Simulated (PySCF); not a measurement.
# Single-point calculation, with input and output: GeF (charge −1)

The run: single-point calculation of GeF, charge −1, multiplicity 3. Method and program: UHF/aug-cc-pvdz, mp2 (PySCF 2.14.0).

Some settings of this run were made unusual or wrong on purpose.

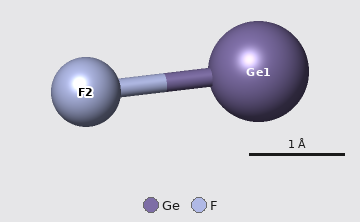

**Figure 1.** The input geometry (ball-and-stick view, seen at a tilt; atoms are numbered from 1 in the order of the input). Sticks mark near contacts.

The input:
```python
from pyscf import gto, scf, mp

mol = gto.M(
    atom='Ge 0 0 0; F 0 0 1.875',
    basis='aug-cc-pvdz',
    charge=-1,
    spin=2,
    symmetry=True,
    verbose=4,
)
mf = scf.UHF(mol)
mf.damp = 0.95
mf.diis_start_cycle = 8
mf.kernel()
mp.MP2(mf, frozen=10).kernel()
mf.dip_moment()
print('orbital energies (hartree):', [e[max(0, n-3):n+3].round(4) for e, n in zip(mf.mo_energy, mol.nelec)])
```

Machine: 1 CPU thread, shared host.

Run as:
```bash
OMP_NUM_THREADS=1 python input.py
```

Output:
```
PySCF version 2.14.0

[INPUT] verbose = 4
[INPUT] num. atoms = 2
[INPUT] num. electrons = 42
[INPUT] charge = -1
[INPUT] spin (= nelec alpha-beta = 2S) = 2
[INPUT] symmetry True subgroup None
[INPUT] Mole.unit = angstrom
[INPUT] Symbol           X                Y                Z      unit          X                Y                Z       unit  Magmom
[INPUT]  1 Ge     0.000000000000   0.000000000000   0.000000000000 AA    0.000000000000   0.000000000000   0.000000000000 Bohr   0.0
[INPUT]  2 F      0.000000000000   0.000000000000   1.875000000000 AA    0.000000000000   0.000000000000   3.543236483559 Bohr   0.0

nuclear repulsion = 81.281619597312
point group symmetry = Coov
symmetry origin: [0.         0.         0.77778362]
symmetry axis x: [1. 0. 0.]
symmetry axis y: [0. 1. 0.]
symmetry axis z: [0. 0. 1.]
num. orbitals of irrep A1 = 23
num. orbitals of irrep E1x = 13
num. orbitals of irrep E1y = 13
num. orbitals of irrep E2x = 5
num. orbitals of irrep E2y = 5
number of shells = 17
number of NR pGTOs = 121
number of NR cGTOs = 59
basis = aug-cc-pvdz
ecp = {}

******** <class 'pyscf.scf.uhf_symm.SymAdaptedUHF'> ********
method = SymAdaptedUHF
initial guess = minao
damping factor = 0.95
level_shift factor = 0
DIIS = <class 'pyscf.scf.diis.CDIIS'>
diis_start_cycle = 8
diis_space = 8
diis_damp = 0
SCF conv_tol = 1e-09
SCF conv_tol_grad = None
SCF max_cycles = 50
direct_scf = True
direct_scf_tol = 1e-13
number electrons alpha = 22  beta = 20
Freeze 0 electrons in irreps []
    42 free electrons in irreps A1 E1x E1y E2x E2y
Set gradient conv threshold to 3.16228e-05
init E= -2173.80537102879
alpha HOMO (E1x) = -0.0477439028545827  LUMO (A1) = 0.0217792329877176
beta  HOMO (A1) = -0.434386695695354  LUMO (E1x) = -0.0477439028545827

WARN: HOMO -0.0477439028545827 >= LUMO -0.0477439028545827

WARN: alpha-E1x HOMO -0.0477439028545827 > system LUMO -0.0477439028545827

WARN: alpha-E1y HOMO -0.0477439028545827 > system LUMO -0.0477439028545827

WARN: beta-E1x LUMO -0.0477439028545827 < system HOMO -0.0477439028545827

WARN: beta-E1y LUMO -0.0477439028545827 < system HOMO -0.0477439028545827

cycle= 1 E= -2174.76130828377  delta_E= -0.956  |g|= 0.369  |ddm|= 0.947
alpha HOMO (E1x) = -0.0478200590644002  LUMO (A1) = 0.0315482936478508
beta  HOMO (A1) = -0.421848929866291  LUMO (E1x) = -0.0327543821564413
  HOMO = -0.0478200590644  LUMO = -0.0327543821564  gap/eV = 0.40996
cycle= 2 E= -2174.77025149915  delta_E= -0.00894  |g|= 0.337  |ddm|= 0.0216
alpha HOMO (E1x) = -0.0479009626565468  LUMO (A1) = 0.0405533700395813
beta  HOMO (A1) = -0.410032390983032  LUMO (E1x) = -0.0186587680510852
  HOMO = -0.0479009626565  LUMO = -0.0186587680511  gap/eV = 0.79572
cycle= 3 E= -2174.77777166698  delta_E= -0.00752  |g|= 0.308  |ddm|= 0.02
alpha HOMO (E1x) = -0.0479848552138868  LUMO (A1) = 0.0488631932320649
beta  HOMO (A1) = -0.398898307349252  LUMO (E1x) = -0.00542236384583639
  HOMO = -0.0479848552139  LUMO = -0.00542236384584  gap/eV = 1.15818
cycle= 4 E= -2174.78410102093  delta_E= -0.00633  |g|= 0.282  |ddm|= 0.0185
alpha HOMO (E1x) = -0.0480705783354871  LUMO (A1) = 0.0565424192561013
beta  HOMO (A1) = -0.388409139463489  LUMO (E1x) = 0.00698839416126074
  HOMO = -0.0480705783355  LUMO = 0.00698839416126  gap/eV = 1.49823
cycle= 5 E= -2174.7894337153  delta_E= -0.00533  |g|= 0.258  |ddm|= 0.0171
alpha HOMO (E1x) = -0.0481573987402877  LUMO (A1) = 0.0636509328529975
beta  HOMO (A1) = -0.378528634630845  LUMO (E1x) = 0.018606394969475
  HOMO = -0.0481573987403  LUMO = 0.0186063949695  gap/eV = 1.81674
cycle= 6 E= -2174.79393212539  delta_E= -0.0045  |g|= 0.236  |ddm|= 0.0159
alpha HOMO (E1x) = -0.0482448794535317  LUMO (A1) = 0.070243461299679
beta  HOMO (A1) = -0.369221889574963  LUMO (E1x) = 0.0294643341679954
  HOMO = -0.0482448794535  LUMO = 0.029464334168  gap/eV = 2.11458
cycle= 7 E= -2174.79773204997  delta_E= -0.0038  |g|= 0.216  |ddm|= 0.0147
alpha HOMO (E1x) = -0.0493464581791514  LUMO (A1) = 0.175223843815008
beta  HOMO (A1) = -0.196387407484937  LUMO (A1) = 0.181737645247514
  HOMO = -0.0493464581792  LUMO = 0.175223843815  gap/eV = 6.11087
cycle= 8 E= -2174.81211260726  delta_E= -0.0144  |g|= 0.167  |ddm|= 0.26
alpha HOMO (E1x) = -0.0523809117886334  LUMO (A1) = 0.179249780992207
beta  HOMO (A1) = -0.212314522761007  LUMO (E1x) = 0.183991593945502
  HOMO = -0.0523809117886  LUMO = 0.179249780992  gap/eV = 6.30299
cycle= 9 E= -2174.81704211296  delta_E= -0.00493  |g|= 0.124  |ddm|= 0.146
alpha HOMO (E1x) = -0.0536518712411045  LUMO (A1) = 0.179236851056069
beta  HOMO (A1) = -0.208020947274812  LUMO (E1x) = 0.183915442011789
  HOMO = -0.0536518712411  LUMO = 0.179236851056  gap/eV = 6.33722
cycle= 10 E= -2174.82188433511  delta_E= -0.00484  |g|= 0.00852  |ddm|= 0.0607
alpha HOMO (E1x) = -0.0550611414571032  LUMO (A1) = 0.179901326968969
beta  HOMO (A1) = -0.207163829544044  LUMO (E1x) = 0.184137606455082
  HOMO = -0.0550611414571  LUMO = 0.179901326969  gap/eV = 6.39365
cycle= 11 E= -2174.82210107324  delta_E= -0.000217  |g|= 0.00369  |ddm|= 0.0283
alpha HOMO (E1x) = -0.0550231566150776  LUMO (A1) = 0.180266612334524
beta  HOMO (A1) = -0.205893631693645  LUMO (E1x) = 0.184325209830792
  HOMO = -0.0550231566151  LUMO = 0.180266612335  gap/eV = 6.40256
cycle= 12 E= -2174.82216151229  delta_E= -6.04e-05  |g|= 0.00146  |ddm|= 0.0175
alpha HOMO (E1x) = -0.0550957882209415  LUMO (A1) = 0.180267858593416
beta  HOMO (A1) = -0.205895554789358  LUMO (E1x) = 0.184339514946699
  HOMO = -0.0550957882209  LUMO = 0.180267858593  gap/eV = 6.40457
cycle= 13 E= -2174.82217030914  delta_E= -8.8e-06  |g|= 0.00056  |ddm|= 0.00816
alpha HOMO (E1x) = -0.0551046594098246  LUMO (A1) = 0.18025104228435
beta  HOMO (A1) = -0.205962855529994  LUMO (E1x) = 0.184327685956775
  HOMO = -0.0551046594098  LUMO = 0.180251042284  gap/eV = 6.40435
cycle= 14 E= -2174.82217124725  delta_E= -9.38e-07  |g|= 0.000215  |ddm|= 0.00265
alpha HOMO (E1x) = -0.0551307048816847  LUMO (A1) = 0.180239453192332
beta  HOMO (A1) = -0.206026641661042  LUMO (E1x) = 0.18432095211636
  HOMO = -0.0551307048817  LUMO = 0.180239453192  gap/eV = 6.40475
cycle= 15 E= -2174.82217134324  delta_E= -9.6e-08  |g|= 8.52e-05  |ddm|= 0.000656
alpha HOMO (E1x) = -0.0551239150823681  LUMO (A1) = 0.180238814652895
beta  HOMO (A1) = -0.206013551309184  LUMO (E1x) = 0.184322787888502
  HOMO = -0.0551239150824  LUMO = 0.180238814653  gap/eV = 6.40455
cycle= 16 E= -2174.82217135647  delta_E= -1.32e-08  |g|= 2.67e-05  |ddm|= 0.000216
alpha HOMO (E1x) = -0.0551246856651826  LUMO (A1) = 0.180240222873725
beta  HOMO (A1) = -0.206009210331707  LUMO (E1x) = 0.184323604042919
  HOMO = -0.0551246856652  LUMO = 0.180240222874  gap/eV = 6.40461
cycle= 17 E= -2174.82217135768  delta_E= -1.21e-09  |g|= 7.4e-06  |ddm|= 8.66e-05
alpha HOMO (E1x) = -0.0551240147826411  LUMO (A1) = 0.180240431461138
beta  HOMO (A1) = -0.20600691876751  LUMO (E1x) = 0.184323828202365
  HOMO = -0.0551240147826  LUMO = 0.180240431461  gap/eV = 6.40459
cycle= 18 E= -2174.82217135777  delta_E= -8.82e-11  |g|= 2.68e-06  |ddm|= 2.36e-05
```

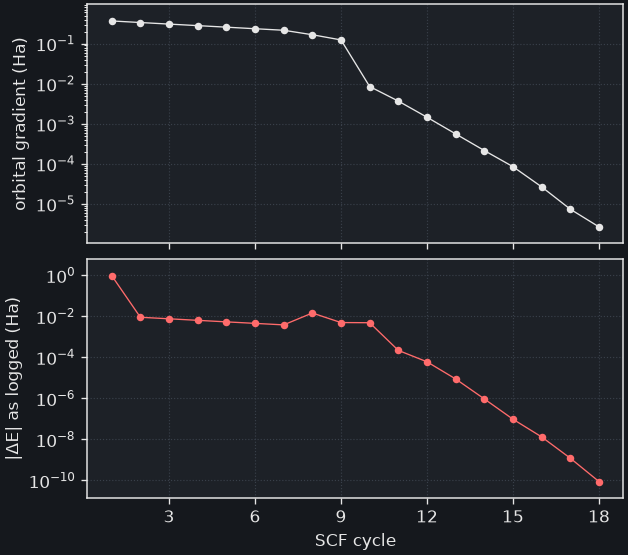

**Figure 2.** Convergence of the self-consistent field: orbital gradient and size of the energy change against the SCF cycle. The residual falls at every step.

```
alpha HOMO (E1x) = -0.0551240690003194  LUMO (A1) = 0.180240426097033
beta  HOMO (A1) = -0.206006669959935  LUMO (E1x) = 0.184323787116226
  HOMO = -0.0551240690003  LUMO = 0.180240426097  gap/eV = 6.40459
Extra cycle  E= -2174.82217135778  delta_E= -1.36e-11  |g|= 1.56e-06  |ddm|= 4.01e-06
converged SCF energy = -2174.82217135778  <S^2> = 2.0216886  2S+1 = 3.0144244

******** <class 'pyscf.mp.ump2.UMP2'> ********
nocc = (np.int64(12), np.int64(10)), nmo = (49, 49)
frozen orbitals 10
E(UMP2) = -2175.12020976971  E_corr = -0.298038411934922
E(SCS-UMP2) = -2175.10706763249  E_corr = -0.284896274710895
E_corr(same-spin) = -0.0839420995511672
E_corr(oppo-spin) = -0.214096312383755

WARN: System has nonzero charge -1; the dipole moment is origin-dependent.
Location of origin: [0. 0. 0.]

Dipole moment(X, Y, Z, Debye):  0.00000,  0.00000, -2.53120
orbital energies (hartree): [array([-0.2952, -0.0551, -0.0551,  0.1802,  0.2057,  0.2057]), array([-0.3702, -0.3702, -0.206 ,  0.1843,  0.1843,  0.1858])]
```

What the run reported:

| quantity | value |
| --- | --- |
| outcome | converged |
| SCF energy | −2174.822171 hartree |
| ⟨S²⟩ | 2.022 |
| wall time | 2.3 s |

What went wrong:

Some settings of this run were drawn to be unusual or wrong. It converged; results that depend on the unusual settings are not reference values.
